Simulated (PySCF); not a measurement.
C$_{2}$H$_{6}$O$_{2}$S$_{2}$W (WO2(SMe)2)

```yaml
atoms:
  - { symbol: W, position_ang: [0.1014, -0.5110, 0.8025] }
  - { symbol: O, position_ang: [0.3074, -0.7124, 2.4815] }
  - { symbol: O, position_ang: [1.6266, -0.6463, 0.0488] }
  - { symbol: S, position_ang: [-0.7510, 1.6274, 0.3713] }
  - { symbol: C, position_ang: [0.5962, 2.6949, 0.9977] }
  - { symbol: H, position_ang: [0.7422, 2.5389, 2.0749] }
  - { symbol: H, position_ang: [0.2788, 3.7311, 0.8218] }
  - { symbol: H, position_ang: [1.5320, 2.5016, 0.4568] }
  - { symbol: S, position_ang: [-1.3582, -2.1247, 0.0008] }
  - { symbol: C, position_ang: [-0.8282, -2.2557, -1.7466] }
  - { symbol: H, position_ang: [-0.8005, -1.2746, -2.2377] }
  - { symbol: H, position_ang: [-1.5741, -2.8863, -2.2479] }
  - { symbol: H, position_ang: [0.1581, -2.7351, -1.8016] }
```

Geometry: PBE0-D3(BJ)/def2-SVP; core potentials replace the inner electrons of W.

Method: CAM-B3LYP/def2-SVPD, SCF density, gas phase, scalar-relativistic core potentials on the heavy atoms (PySCF 2.14.0).

What can the converged electron density and electron localisation function tell about the bonding?

Answer. C–S (1.83 Å): ρ is about 1.2 e/Å³ halfway; the ELF peaks at about 0.90 between the atoms (a covalent bond).
W–S (2.32 Å): the density is about 0.75 e/Å³ at the midpoint; the ELF peaks at about 0.85 in the valence shell of S, 0.9 Å from its nucleus, and is about 0.55 at the midpoint.
C–H (1.10 Å): the density is about 2 e/Å³ at the midpoint; the ELF climbs to about 1 towards the hydrogen, as it does in any bond to H: an ordinary covalent bond to hydrogen.

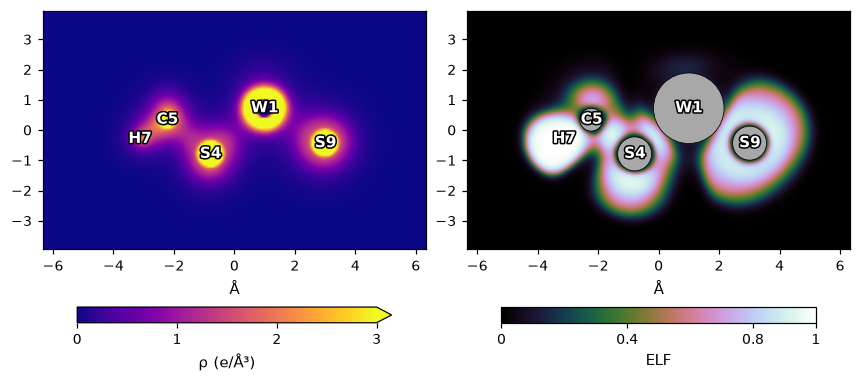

Computed electron density and electron localisation function on the plane of atoms S4, W1 and S9, in this order. Grey discs cover the atomic cores in the ELF map. 
